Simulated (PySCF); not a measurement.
# Solver options tried on F⁺ (triplet)

Aim: find out which solver settings change the answer for F⁺ (triplet).

The runs use PySCF 2.14.0; method and basis as typed in the scripts.

4 further runs of the same task are left out: 4 that didn't finish.

### 1 The atom

F⁺ (triplet): 1 atom, charge 1, spin multiplicity 3.

### 2 The run that the others are compared with

input.py reads:

```python
from pyscf import gto, scf, cc

mol = gto.M(
    atom='F 0 0 0',
    basis='pcseg-1',
    charge=1,
    spin=2,
    verbose=4,
)
mf = scf.UHF(mol)
mf = mf.density_fit(auxbasis='def2-universal-jkfit')
mf.kernel()
mycc = cc.CCSD(mf, frozen=1)
mycc.kernel()
e = mycc.ipccsd(nroots=5)[0]
print('roots (eV) =', (e*27.211386).round(3))
mf.dip_moment()
print('orbital energies (hartree):', [e[max(0, n-3):n+3].round(4) for e, n in zip(mf.mo_energy, mol.nelec)])
```

On the command line:

```sh
OMP_NUM_THREADS=1 python input.py
```

The log of this run is left out.

Base result: E(SCF) = -98.758161 Eh, 8 cycles, E(CCSD) − E(SCF) = -0.10255 Eh, ⟨S²⟩ = 2.004, ionisation roots 34.004, 35.502, 39.229, 39.229, 40.060 eV.

The triplet is typed in the script; nothing here shows that it is the ground state.

### 3 Initial guess core

Run 1 changes initial guess: minao → core.

Edit input.py of step 2 so:

```diff
@@ -11,2 +11,3 @@
 mf = mf.density_fit(auxbasis='def2-universal-jkfit')
+mf.init_guess = 'core'
 mf.kernel()
```

On the command line:

```sh
OMP_NUM_THREADS=1 python input.py
```

Standard output:

```text
PySCF version 2.14.0

[INPUT] verbose = 4
[INPUT] num. atoms = 1
[INPUT] num. electrons = 8
[INPUT] charge = 1
[INPUT] spin (= nelec alpha-beta = 2S) = 2
[INPUT] symmetry False subgroup None
[INPUT] Mole.unit = angstrom
[INPUT] Symbol           X                Y                Z      unit          X                Y                Z       unit  Magmom
[INPUT]  1 F      0.000000000000   0.000000000000   0.000000000000 AA    0.000000000000   0.000000000000   0.000000000000 Bohr   0.0

nuclear repulsion = 0
number of shells = 3
number of NR pGTOs = 25
number of NR cGTOs = 14
basis = pcseg-1
ecp = {}

******** <class 'pyscf.df.df_jk.DFUHF'> ********
method = DFUHF
initial guess = core
damping factor = 0
level_shift factor = 0
DIIS = <class 'pyscf.scf.diis.CDIIS'>
diis_start_cycle = 1
diis_space = 8
diis_damp = 0
SCF conv_tol = 1e-09
SCF conv_tol_grad = None
SCF max_cycles = 50
direct_scf = False
number electrons alpha = 5  beta = 3
Set gradient conv threshold to 3.16228e-05
******** <class 'pyscf.df.df.DF'> ********
auxbasis = def2-universal-jkfit
init E= -98.9783685734072
[... the frontier-level lines of each cycle are left out ...]

cycle= 1 E= -98.6136538393741  delta_E= 0.365  |g|= 0.629  |ddm|= 0.862
cycle= 2 E= -98.7513232055319  delta_E= -0.138  |g|= 0.141  |ddm|= 0.467
cycle= 3 E= -98.7577559167892  delta_E= -0.00643  |g|= 0.0254  |ddm|= 0.0912
cycle= 4 E= -98.7581430042493  delta_E= -0.000387  |g|= 0.00492  |ddm|= 0.0263
cycle= 5 E= -98.7581608574434  delta_E= -1.79e-05  |g|= 0.000862  |ddm|= 0.00583
cycle= 6 E= -98.7581614203852  delta_E= -5.63e-07  |g|= 9.35e-05  |ddm|= 0.00107
cycle= 7 E= -98.7581614267307  delta_E= -6.35e-09  |g|= 6.46e-06  |ddm|= 0.000111
cycle= 8 E= -98.7581614267556  delta_E= -2.49e-11  |g|= 7.18e-07  |ddm|= 6.61e-06
Extra cycle  E= -98.7581614267559  delta_E= -2.27e-13  |g|= 1.91e-07  |ddm|= 5.28e-07
converged SCF energy = -98.7581614267559  <S^2> = 2.0044362  2S+1 = 3.002956

******** <class 'pyscf.cc.dfuccsd.UCCSD'> ********
CC2 = 0
CCSD nocc = (np.int64(4), np.int64(2)), nmo = (13, 13)
frozen orbitals 1
max_cycle = 50
direct = 0
conv_tol = 1e-07
conv_tol_normt = 1e-06
diis_space = 6
diis_start_cycle = 0
diis_start_energy_diff = 1e+09
Init t2, MP2 energy = -0.0885100343438115
Init E_corr(UCCSD) = -0.088510034343827
cycle = 1  E_corr(UCCSD) = -0.0993021526795959  dE = -0.0107921183  norm(t1,t2) = 0.0250295
cycle = 2  E_corr(UCCSD) = -0.10165001537866  dE = -0.0023478627  norm(t1,t2) = 0.00684509
cycle = 3  E_corr(UCCSD) = -0.102552767663659  dE = -0.000902752285  norm(t1,t2) = 0.00274449
cycle = 4  E_corr(UCCSD) = -0.10254186377963  dE = 1.0903884e-05  norm(t1,t2) = 0.000727704
cycle = 5  E_corr(UCCSD) = -0.102546077987769  dE = -4.21420814e-06  norm(t1,t2) = 0.000105752
cycle = 6  E_corr(UCCSD) = -0.102545527198917  dE = 5.50788852e-07  norm(t1,t2) = 1.39071e-05
cycle = 7  E_corr(UCCSD) = -0.102545668871427  dE = -1.4167251e-07  norm(t1,t2) = 2.58607e-06
cycle = 8  E_corr(UCCSD) = -0.102545665377677  dE = 3.49374966e-09  norm(t1,t2) = 4.73683e-07
UCCSD converged
E(UCCSD) = -98.86070709213355  E_corr = -0.1025456653776772

******** <class 'pyscf.cc.eom_uccsd.EOMIP'> ********
max_space = 20
max_cycle = 50
conv_tol = 1e-07
partition = None
EOM-CCSD root 0 E = 1.249619320710558  qpwt = 0.964148  conv = True
EOM-CCSD root 1 E = 1.304690231343689  qpwt = 0.630257  conv = True
EOM-CCSD root 2 E = 1.44162838961897  qpwt = 0.830838  conv = True
EOM-CCSD root 3 E = 1.441628389618971  qpwt = 0.830838  conv = True
EOM-CCSD root 4 E = 1.472181489520253  qpwt = 0.324305  conv = True
roots (eV) = [34.004 35.502 39.229 39.229 40.06 ]

WARN: System has nonzero charge 1; the dipole moment is origin-dependent.
Location of origin: [0. 0. 0.]

Dipole moment(X, Y, Z, Debye): -0.00000,  0.00000,  0.00000
orbital energies (hartree): [array([-1.5351, -1.5351, -1.4175,  0.6313,  0.6313,  0.6901]), array([-27.0603,  -2.0044,  -1.3063,  -0.5011,  -0.5011,   0.7313])]
```

Run time: 2 s. Hardware: 1 thread of AMD EPYC 7R43, shared host.

Result: E(SCF) = -98.758161 Eh (no change), 8 cycles, E(CCSD) − E(SCF) = -0.10255 Eh, ⟨S²⟩ = 2.004, ionisation roots 34.004, 35.502, 39.229, 39.229, 40.060 eV.

### 4 Convergence threshold 1e-07 hartree

Run 2 changes convergence threshold: default → 1e-07 hartree.

Edit input.py of step 2 so:

```diff
@@ -11,2 +11,3 @@
 mf = mf.density_fit(auxbasis='def2-universal-jkfit')
+mf.conv_tol = 1e-07
 mf.kernel()
```

On the command line:

```sh
OMP_NUM_THREADS=1 python input.py
```

Standard output:

```text
[... 21 set-up lines left out, the same as in an earlier log ...]
initial guess = minao
[... 6 set-up lines left out, the same as in an earlier log ...]
SCF conv_tol = 1e-07
[... 4 set-up lines left out, the same as in an earlier log ...]
Set gradient conv threshold to 0.000316228
[... 2 set-up lines left out, the same as in an earlier log ...]
init E= -98.9783685734072
[... the frontier-level lines of each cycle are left out ...]

cycle= 1 E= -98.6136538393741  delta_E= 0.365  |g|= 0.629  |ddm|= 0.862
cycle= 2 E= -98.7513232055319  delta_E= -0.138  |g|= 0.141  |ddm|= 0.467
cycle= 3 E= -98.7577559167892  delta_E= -0.00643  |g|= 0.0254  |ddm|= 0.0912
cycle= 4 E= -98.7581430042493  delta_E= -0.000387  |g|= 0.00492  |ddm|= 0.0263
cycle= 5 E= -98.7581608574434  delta_E= -1.79e-05  |g|= 0.000862  |ddm|= 0.00583
cycle= 6 E= -98.7581614203852  delta_E= -5.63e-07  |g|= 9.35e-05  |ddm|= 0.00107
cycle= 7 E= -98.7581614267307  delta_E= -6.35e-09  |g|= 6.46e-06  |ddm|= 0.000111
Extra cycle  E= -98.7581614267533  delta_E= -2.26e-11  |g|= 1.95e-06  |ddm|= 5.01e-06
converged SCF energy = -98.7581614267533  <S^2> = 2.0044361  2S+1 = 3.002956

******** <class 'pyscf.cc.dfuccsd.UCCSD'> ********
CC2 = 0
CCSD nocc = (np.int64(4), np.int64(2)), nmo = (13, 13)
frozen orbitals 1
max_cycle = 50
direct = 0
conv_tol = 1e-07
conv_tol_normt = 1e-06
diis_space = 6
diis_start_cycle = 0
diis_start_energy_diff = 1e+09
Init t2, MP2 energy = -0.0885100428472539
Init E_corr(UCCSD) = -0.0885100428490203
cycle = 1  E_corr(UCCSD) = -0.0993021551219639  dE = -0.0107921123  norm(t1,t2) = 0.0250295
cycle = 2  E_corr(UCCSD) = -0.101650016373804  dE = -0.00234786125  norm(t1,t2) = 0.00684508
cycle = 3  E_corr(UCCSD) = -0.102552767182528  dE = -0.000902750809  norm(t1,t2) = 0.00274448
cycle = 4  E_corr(UCCSD) = -0.102541863305173  dE = 1.09038774e-05  norm(t1,t2) = 0.000727701
cycle = 5  E_corr(UCCSD) = -0.102546077536726  dE = -4.21423155e-06  norm(t1,t2) = 0.000105753
cycle = 6  E_corr(UCCSD) = -0.102545526757761  dE = 5.50778965e-07  norm(t1,t2) = 1.39071e-05
cycle = 7  E_corr(UCCSD) = -0.102545668431934  dE = -1.41674173e-07  norm(t1,t2) = 2.58608e-06
cycle = 8  E_corr(UCCSD) = -0.102545664938268  dE = 3.49366526e-09  norm(t1,t2) = 4.73688e-07
UCCSD converged
E(UCCSD) = -98.86070709169159  E_corr = -0.1025456649382683

******** <class 'pyscf.cc.eom_uccsd.EOMIP'> ********
max_space = 20
max_cycle = 50
conv_tol = 1e-07
partition = None
EOM-CCSD root 0 E = 1.249619323632019  qpwt = 0.964148  conv = True
EOM-CCSD root 1 E = 1.304690260855114  qpwt = 0.630257  conv = True
EOM-CCSD root 2 E = 1.441628378147189  qpwt = 0.830838  conv = True
EOM-CCSD root 3 E = 1.441628378147191  qpwt = 0.830838  conv = True
EOM-CCSD root 4 E = 1.47218157310384  qpwt = 0.324305  conv = True
roots (eV) = [34.004 35.502 39.229 39.229 40.06 ]

WARN: System has nonzero charge 1; the dipole moment is origin-dependent.
Location of origin: [0. 0. 0.]

Dipole moment(X, Y, Z, Debye):  0.00000,  0.00000,  0.00000
orbital energies (hartree): [array([-1.5351, -1.5351, -1.4175,  0.6313,  0.6313,  0.6901]), array([-27.0603,  -2.0044,  -1.3063,  -0.5011,  -0.5011,   0.7313])]
```

It took 1.7 s on 1 thread of AMD EPYC 7R43, shared host.

Result: E(SCF) = -98.758161 Eh (no change), 7 cycles, E(CCSD) − E(SCF) = -0.10255 Eh, ⟨S²⟩ = 2.004, ionisation roots 34.004, 35.502, 39.229, 39.229, 40.060 eV.

### 5 Second-order solver on

Run 3 changes second-order solver: off → on.

Edit input.py of step 2 so:

```diff
@@ -11,2 +11,3 @@
 mf = mf.density_fit(auxbasis='def2-universal-jkfit')
+mf = mf.newton()
 mf.kernel()
```

On the command line:

```sh
OMP_NUM_THREADS=1 python input.py
```

Standard output:

```text
[... 19 set-up lines left out, the same as in an earlier log ...]
******** <class 'pyscf.soscf.newton_ah.SecondOrderDFUHF'> ********
method = SecondOrderDFUHF
[... 12 set-up lines left out, the same as in an earlier log ...]
******** <class 'pyscf.df.df_jk.DFUHF'> Newton solver flags ********
SCF tol = 1e-09
conv_tol_grad = None
max. SCF cycles = 50
[... 1 set-up line left out, the same as in an earlier log ...]
max_cycle_inner = 12
max_stepsize = 0.05
ah_start_tol = 1e+09
ah_level_shift = 0
ah_conv_tol = 1e-12
ah_lindep = 1e-14
ah_start_cycle = 1
ah_max_cycle = 40
ah_grad_trust_region = 2.5
kf_interval = 4
kf_trust_region = 5
canonicalization = True
Set conv_tol_grad to 3.16228e-05
[... 2 set-up lines left out, the same as in an earlier log ...]
[... the frontier-level lines of each cycle are left out ...]
[... 1 set-up line left out, the same as in an earlier log ...]
[... 1 set-up line left out, the same as in an earlier log ...]
[... 1 set-up line left out, the same as in an earlier log ...]
Initial guess E= -98.6136538393741  |g|= 0.629232
macro= 0  E= -98.7581611817786  delta_E= -0.144507  |g|= 0.0153313  3 KF 9 JK
macro= 1  E= -98.7581614267555  delta_E= -2.44977e-07  |g|= 1.31116e-05  2 KF 6 JK
macro= 2  E= -98.7581614267555  delta_E= 0  |g|= 1.47096e-06  1 KF 2 JK
Canonicalize SCF orbitals
macro X = 3  E=-98.7581614267555  |g|= 1.47096e-06  total 7 KF 21 JK
converged SCF energy = -98.7581614267555  <S^2> = 2.0044363  2S+1 = 3.0029561

******** <class 'pyscf.cc.dfuccsd.UCCSD'> ********
CC2 = 0
CCSD nocc = (np.int64(4), np.int64(2)), nmo = (13, 13)
frozen orbitals 1
max_cycle = 50
direct = 0
conv_tol = 1e-07
conv_tol_normt = 1e-06
diis_space = 6
diis_start_cycle = 0
diis_start_energy_diff = 1e+09
Init t2, MP2 energy = -0.0885100263087187
Init E_corr(UCCSD) = -0.0885100263089061
cycle = 1  E_corr(UCCSD) = -0.0993021488962446  dE = -0.0107921226  norm(t1,t2) = 0.0250295
cycle = 2  E_corr(UCCSD) = -0.101650013903713  dE = -0.00234786501  norm(t1,t2) = 0.0068451
cycle = 3  E_corr(UCCSD) = -0.102552767912825  dE = -0.000902754009  norm(t1,t2) = 0.00274449
cycle = 4  E_corr(UCCSD) = -0.102541863943382  dE = 1.09039694e-05  norm(t1,t2) = 0.000727704
cycle = 5  E_corr(UCCSD) = -0.102546078181952  dE = -4.21423857e-06  norm(t1,t2) = 0.000105752
cycle = 6  E_corr(UCCSD) = -0.102545527393512  dE = 5.50788439e-07  norm(t1,t2) = 1.39071e-05
cycle = 7  E_corr(UCCSD) = -0.102545669067256  dE = -1.41673744e-07  norm(t1,t2) = 2.58607e-06
cycle = 8  E_corr(UCCSD) = -0.102545665573486  dE = 3.49377004e-09  norm(t1,t2) = 4.73684e-07
UCCSD converged
E(UCCSD) = -98.86070709232904  E_corr = -0.1025456655734864

******** <class 'pyscf.cc.eom_uccsd.EOMIP'> ********
max_space = 20
max_cycle = 50
conv_tol = 1e-07
partition = None
EOM-CCSD root 0 E = 1.249619314026832  qpwt = 0.964148  conv = True
EOM-CCSD root 1 E = 1.304690223663401  qpwt = 0.630256  conv = True
EOM-CCSD root 2 E = 1.441628390250344  qpwt = 0.830838  conv = True
EOM-CCSD root 3 E = 1.441628390259591  qpwt = 0.830838  conv = True
EOM-CCSD root 4 E = 1.472181473402513  qpwt = 0.324305  conv = True
roots (eV) = [34.004 35.502 39.229 39.229 40.06 ]

WARN: System has nonzero charge 1; the dipole moment is origin-dependent.
Location of origin: [0. 0. 0.]

Dipole moment(X, Y, Z, Debye): -0.00000, -0.00000, -0.00000
orbital energies (hartree): [array([-1.5351, -1.5351, -1.4175,  0.6313,  0.6313,  0.6901]), array([-27.0603,  -2.0044,  -1.3063,  -0.5011,  -0.5011,   0.7313])]
```

Wall time 1.7 s (1 thread of AMD EPYC 7R43, shared host).

Result: E(SCF) = -98.758161 Eh (no change), 3 macro-iterations, E(CCSD) − E(SCF) = -0.10255 Eh, ⟨S²⟩ = 2.004, ionisation roots 34.004, 35.502, 39.229, 39.229, 40.060 eV.

### 6 DIIS space 20

Run 4 changes DIIS space: default → 20.

Edit input.py of step 2 so:

```diff
@@ -11,2 +11,3 @@
 mf = mf.density_fit(auxbasis='def2-universal-jkfit')
+mf.diis_space = 20
 mf.kernel()
```

On the command line:

```sh
OMP_NUM_THREADS=1 python input.py
```

Standard output:

```text
[... 26 set-up lines left out, the same as in an earlier log ...]
diis_space = 20
[... 9 set-up lines left out, the same as in an earlier log ...]
init E= -98.9783685734072
[... the frontier-level lines of each cycle are left out ...]

cycle= 1 E= -98.6136538393741  delta_E= 0.365  |g|= 0.629  |ddm|= 0.862
cycle= 2 E= -98.7513232055319  delta_E= -0.138  |g|= 0.141  |ddm|= 0.467
cycle= 3 E= -98.7577559167892  delta_E= -0.00643  |g|= 0.0254  |ddm|= 0.0912
cycle= 4 E= -98.7581430042493  delta_E= -0.000387  |g|= 0.00492  |ddm|= 0.0263
cycle= 5 E= -98.7581608574434  delta_E= -1.79e-05  |g|= 0.000862  |ddm|= 0.00583
cycle= 6 E= -98.7581614203852  delta_E= -5.63e-07  |g|= 9.35e-05  |ddm|= 0.00107
cycle= 7 E= -98.7581614267307  delta_E= -6.35e-09  |g|= 6.46e-06  |ddm|= 0.000111
cycle= 8 E= -98.7581614267556  delta_E= -2.49e-11  |g|= 7.18e-07  |ddm|= 6.61e-06
Extra cycle  E= -98.7581614267559  delta_E= -2.27e-13  |g|= 1.91e-07  |ddm|= 5.28e-07
converged SCF energy = -98.7581614267559  <S^2> = 2.0044362  2S+1 = 3.002956

******** <class 'pyscf.cc.dfuccsd.UCCSD'> ********
CC2 = 0
CCSD nocc = (np.int64(4), np.int64(2)), nmo = (13, 13)
frozen orbitals 1
max_cycle = 50
direct = 0
conv_tol = 1e-07
conv_tol_normt = 1e-06
diis_space = 6
diis_start_cycle = 0
diis_start_energy_diff = 1e+09
Init t2, MP2 energy = -0.0885100343438115
Init E_corr(UCCSD) = -0.088510034343827
cycle = 1  E_corr(UCCSD) = -0.0993021526795959  dE = -0.0107921183  norm(t1,t2) = 0.0250295
cycle = 2  E_corr(UCCSD) = -0.10165001537866  dE = -0.0023478627  norm(t1,t2) = 0.00684509
cycle = 3  E_corr(UCCSD) = -0.102552767663659  dE = -0.000902752285  norm(t1,t2) = 0.00274449
cycle = 4  E_corr(UCCSD) = -0.10254186377963  dE = 1.0903884e-05  norm(t1,t2) = 0.000727704
cycle = 5  E_corr(UCCSD) = -0.102546077987769  dE = -4.21420814e-06  norm(t1,t2) = 0.000105752
cycle = 6  E_corr(UCCSD) = -0.102545527198917  dE = 5.50788852e-07  norm(t1,t2) = 1.39071e-05
cycle = 7  E_corr(UCCSD) = -0.102545668871427  dE = -1.4167251e-07  norm(t1,t2) = 2.58607e-06
cycle = 8  E_corr(UCCSD) = -0.102545665377677  dE = 3.49374966e-09  norm(t1,t2) = 4.73683e-07
UCCSD converged
E(UCCSD) = -98.86070709213355  E_corr = -0.1025456653776772

******** <class 'pyscf.cc.eom_uccsd.EOMIP'> ********
max_space = 20
max_cycle = 50
conv_tol = 1e-07
partition = None
EOM-CCSD root 0 E = 1.249619320710558  qpwt = 0.964148  conv = True
EOM-CCSD root 1 E = 1.304690231343689  qpwt = 0.630257  conv = True
EOM-CCSD root 2 E = 1.44162838961897  qpwt = 0.830838  conv = True
EOM-CCSD root 3 E = 1.441628389618971  qpwt = 0.830838  conv = True
EOM-CCSD root 4 E = 1.472181489520253  qpwt = 0.324305  conv = True
roots (eV) = [34.004 35.502 39.229 39.229 40.06 ]

WARN: System has nonzero charge 1; the dipole moment is origin-dependent.
Location of origin: [0. 0. 0.]

Dipole moment(X, Y, Z, Debye): -0.00000,  0.00000,  0.00000
orbital energies (hartree): [array([-1.5351, -1.5351, -1.4175,  0.6313,  0.6313,  0.6901]), array([-27.0603,  -2.0044,  -1.3063,  -0.5011,  -0.5011,   0.7313])]
```

Wall time 1.8 s (1 thread of AMD EPYC 7R43, shared host).

Outcome: E(SCF) = -98.758161 Eh (no change), 8 cycles, E(CCSD) − E(SCF) = -0.10255 Eh, ⟨S²⟩ = 2.004, ionisation roots 34.004, 35.502, 39.229, 39.229, 40.060 eV.

### 7 Level shift 0.3 hartree

Run 5 changes level shift: none → 0.3 hartree.

Edit input.py of step 2 so:

```diff
@@ -11,2 +11,3 @@
 mf = mf.density_fit(auxbasis='def2-universal-jkfit')
+mf.level_shift = 0.3
 mf.kernel()
```

On the command line:

```sh
OMP_NUM_THREADS=1 python input.py
```

Standard output:

```text
[... 23 set-up lines left out, the same as in an earlier log ...]
level_shift factor = 0.3
[... 12 set-up lines left out, the same as in an earlier log ...]
init E= -98.9783685734072
[... the frontier-level lines of each cycle are left out ...]

cycle= 1 E= -98.6184313828001  delta_E= 0.36  |g|= 0.619  |ddm|= 0.861
cycle= 2 E= -98.7548804175604  delta_E= -0.136  |g|= 0.091  |ddm|= 0.408
cycle= 3 E= -98.7576165211924  delta_E= -0.00274  |g|= 0.03  |ddm|= 0.0547
cycle= 4 E= -98.7581150388304  delta_E= -0.000499  |g|= 0.0078  |ddm|= 0.0274
cycle= 5 E= -98.758158588352  delta_E= -4.35e-05  |g|= 0.00186  |ddm|= 0.00848
cycle= 6 E= -98.7581613498232  delta_E= -2.76e-06  |g|= 0.000303  |ddm|= 0.00223
cycle= 7 E= -98.7581614254015  delta_E= -7.56e-08  |g|= 4.05e-05  |ddm|= 0.000369
cycle= 8 E= -98.7581614267337  delta_E= -1.33e-09  |g|= 5.19e-06  |ddm|= 4.9e-05
cycle= 9 E= -98.7581614267555  delta_E= -2.19e-11  |g|= 6.64e-07  |ddm|= 6.28e-06
Extra cycle  E= -98.7581614267558  delta_E= -3.13e-13  |g|= 2.75e-07  |ddm|= 5.35e-07
converged SCF energy = -98.7581614267558  <S^2> = 2.0044362  2S+1 = 3.002956

******** <class 'pyscf.cc.dfuccsd.UCCSD'> ********
CC2 = 0
CCSD nocc = (np.int64(4), np.int64(2)), nmo = (13, 13)
frozen orbitals 1
max_cycle = 50
direct = 0
conv_tol = 1e-07
conv_tol_normt = 1e-06
diis_space = 6
diis_start_cycle = 0
diis_start_energy_diff = 1e+09
Init t2, MP2 energy = -0.088510035948609
Init E_corr(UCCSD) = -0.0885100359486465
cycle = 1  E_corr(UCCSD) = -0.0993021531854337  dE = -0.0107921172  norm(t1,t2) = 0.0250295
cycle = 2  E_corr(UCCSD) = -0.101650015564819  dE = -0.00234786238  norm(t1,t2) = 0.00684509
cycle = 3  E_corr(UCCSD) = -0.102552767340408  dE = -0.000902751776  norm(t1,t2) = 0.00274449
cycle = 4  E_corr(UCCSD) = -0.102541863546738  dE = 1.09037937e-05  norm(t1,t2) = 0.000727703
cycle = 5  E_corr(UCCSD) = -0.102546077744635  dE = -4.2141979e-06  norm(t1,t2) = 0.000105752
cycle = 6  E_corr(UCCSD) = -0.102545526954202  dE = 5.50790433e-07  norm(t1,t2) = 1.39071e-05
cycle = 7  E_corr(UCCSD) = -0.102545668625866  dE = -1.41671664e-07  norm(t1,t2) = 2.58607e-06
cycle = 8  E_corr(UCCSD) = -0.102545665132078  dE = 3.49378854e-09  norm(t1,t2) = 4.73683e-07
UCCSD converged
E(UCCSD) = -98.86070709188793  E_corr = -0.1025456651320778

******** <class 'pyscf.cc.eom_uccsd.EOMIP'> ********
max_space = 20
max_cycle = 50
conv_tol = 1e-07
partition = None
EOM-CCSD root 0 E = 1.249619325637112  qpwt = 0.964148  conv = True
EOM-CCSD root 1 E = 1.304690244297452  qpwt = 0.630257  conv = True
EOM-CCSD root 2 E = 1.441628393071621  qpwt = 0.830838  conv = True
EOM-CCSD root 3 E = 1.441628393071627  qpwt = 0.830838  conv = True
EOM-CCSD root 4 E = 1.472181517604971  qpwt = 0.324305  conv = True
roots (eV) = [34.004 35.502 39.229 39.229 40.06 ]

WARN: System has nonzero charge 1; the dipole moment is origin-dependent.
Location of origin: [0. 0. 0.]

Dipole moment(X, Y, Z, Debye): -0.00000,  0.00000,  0.00000
orbital energies (hartree): [array([-1.5351, -1.5351, -1.4175,  0.6313,  0.6313,  0.6901]), array([-27.0603,  -2.0044,  -1.3063,  -0.5011,  -0.5011,   0.7313])]
```

Run time: 2 s. Hardware: 1 thread of AMD EPYC 7R43, shared host.

Outcome: E(SCF) = -98.758161 Eh (no change), 9 cycles, E(CCSD) − E(SCF) = -0.10255 Eh, ⟨S²⟩ = 2.004, ionisation roots 34.004, 35.502, 39.229, 39.229, 40.060 eV.

### 8 Side by side

| run | E(SCF) (hartree) | from base (eV) | cycles | gap, α spin (eV) | after the SCF |
| --- | --- | --- | --- | --- | --- |
| base | -98.758161 | 0 | 8 | 55.75 | CCSD correlation -2.790 eV, core frozen, first root 34.00 eV |
| initial guess core | -98.758161 | 0.0000 | 8 | 55.75 | CCSD correlation -2.790 eV, core frozen, first root 34.00 eV |
| convergence threshold 1e-07 hartree | -98.758161 | 0.0000 | 7 | 55.75 | CCSD correlation -2.790 eV, core frozen, first root 34.00 eV |
| second-order solver on | -98.758161 | 0.0000 | 3 macro | 55.75 | CCSD correlation -2.790 eV, core frozen, first root 34.00 eV |
| DIIS space 20 | -98.758161 | 0.0000 | 8 | 55.75 | CCSD correlation -2.790 eV, core frozen, first root 34.00 eV |
| level shift 0.3 hartree | -98.758161 | 0.0000 | 9 | 55.75 | CCSD correlation -2.790 eV, core frozen, first root 34.00 eV |

Wall time on 1 thread of AMD EPYC 7R43, shared host, start-up included: base 1.9 s; initial guess core 2 s; convergence threshold 1e-07 hartree 1.7 s; second-order solver on 1.7 s; DIIS space 20 1.8 s; level shift 0.3 hartree 2 s.

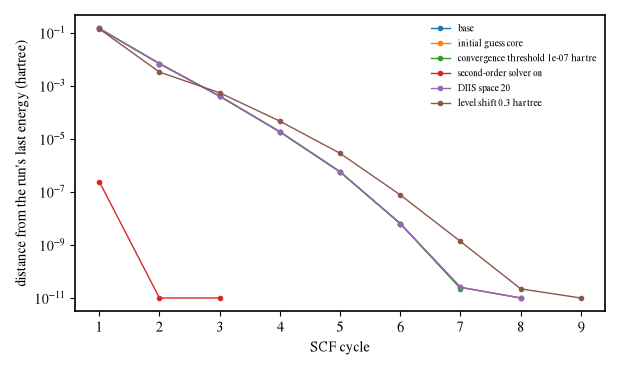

Convergence of the SCF energy, run by run.

**Reading.** The SCF energy stays the same, to the digits that matter, with initial guess core or convergence threshold 1e-07 hartree or second-order solver on or DIIS space 20 or level shift 0.3 hartree. PySCF falls back to minao for a guess that it doesn't know or can't read, so that run repeats the base. With initial guess core, DIIS space 20, level shift 0.3 hartree the path hardly changes: 8 to 9 cycles against 8. The cycles with DIIS space 20 repeat those of the base digit for digit, so the setting never acted.
